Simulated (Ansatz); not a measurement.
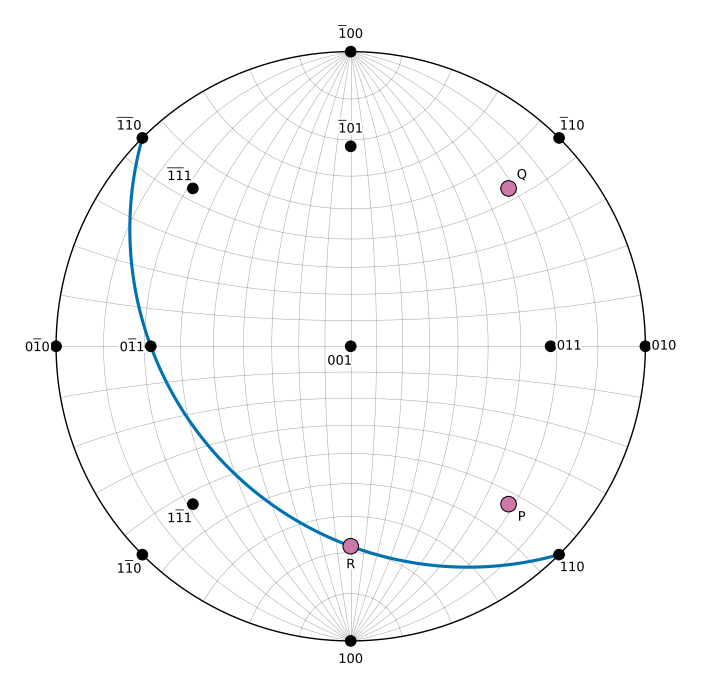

Stereographic projection of plane normals (upper hemisphere) centred on (0 0 1). Crystal: TiO₂, the input geometry of an electronic-structure calculation (not necessarily at equilibrium). Geometry calculated from the standardised cell; symmetry tolerance 0.002 Å.

a = 3.785 Å, b = 3.785 Å, c = 9.520 Å, α = 90.00°, β = 90.00°, γ = 90.00°.

Index the poles marked P, Q, R.

P is (1 1 1), 74.3° from the centre; Q is (−1 1 1), 74.3° from the centre; R is (1 0 1), 68.3° from the centre.

Which zone does the coloured great circle trace?

The zone [1 −1 −1]: its poles satisfy h − k − l = 0.

What is the angle between the normals of (1 0 1) and (−1 0 0), and what are their d_hkl = 1/|g|?

158.3°; d = 3.517 Å and 3.785 Å.
